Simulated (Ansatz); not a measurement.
**Fields on a plane of NiSi (MnP type, space group Pnma)**

```yaml
crystal:
  lattice:
    - [5.10471, 0.00000, 0.00000]
    - [0.00000, 3.36011, 0.00000]
    - [0.00000, 0.00000, 5.50384]
  atoms:
    - { symbol: Ni, position: [0.50941, 0.25000, 0.68692] }
    - { symbol: Ni, position: [0.00941, 0.25000, 0.81308] }
    - { symbol: Ni, position: [0.49059, 0.75000, 0.31308] }
    - { symbol: Ni, position: [0.99059, 0.75000, 0.18692] }
    - { symbol: Si, position: [0.67878, 0.25000, 0.08722] }
    - { symbol: Si, position: [0.17878, 0.25000, 0.41278] }
    - { symbol: Si, position: [0.32122, 0.75000, 0.91278] }
    - { symbol: Si, position: [0.82122, 0.75000, 0.58722] }
```

The slice is a (1 0 -1) plane (indices of the conventional cell) through the point (0.821, 0.750, 0.587) (fractional), spanned by u = [010] and v = [101] in vectors of this cell: u (3.36 Å) and v (7.51 Å, at 90° to u). It covers one period; positions are fractions (u, v).

Atoms on it: Ni at (0.50, 0.21), 0.1 Å off the plane; Ni at (0.00, 0.70), 0.2 Å off the plane; Si at (0.00, 0.00). Other atoms lie within 1 Å of the plane.

The numbers are results of PBEsol (plane waves to 420 eV, PAW, scalar-relativistic; Ansatz, a quantum-chemistry and plane-wave program), not measurements. k mesh 9×14×9. Near the nuclei the fields are pseudised (PAW); where an atom keeps semicore shells as valence, they peak there. NiSi is run without spin polarisation. NiSi was relaxed with its symmetry unable to fall. The PAW data are Ansatz's earlier set.

```
v \ u  0.00  0.18  0.36  0.55  0.73  0.91
-----  ----  ----  ----  ----  ----  ----
0.88      x   3.8   9.5  10.1   7.5     x
0.75      x     x   8.1   9.2   2.8     x
0.62      x     x   7.7   8.0   5.4     x
0.50      x   4.4   9.4  10.0   7.7  <2.0
0.38      x     x   7.4   8.2   4.4     x
0.25    8.0   5.5     x     x     x   7.6
0.12      x   2.5     x     x     x     x
0.00      x     x   6.1   9.0     x     x
```

Values: electrostatic potential energy of an electron, from the cell's mean, in eV. Points within 1 Å of a nucleus are blanked (x), as the pseudised field means little there. Values under 2 eV are set to 2. The zero, the cell's mean, hangs on the PAW cores.

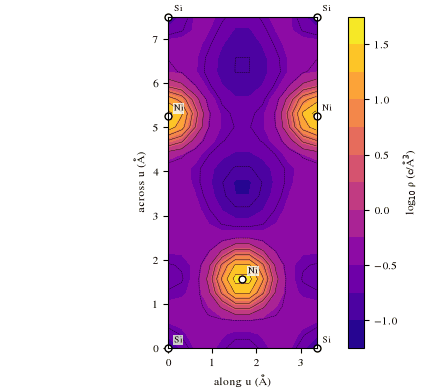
Figure: Log₁₀ of the valence density in e/Å³, one period of the plane, atoms marked. The scale is logarithmic, as a density can span decades between atoms and voids.
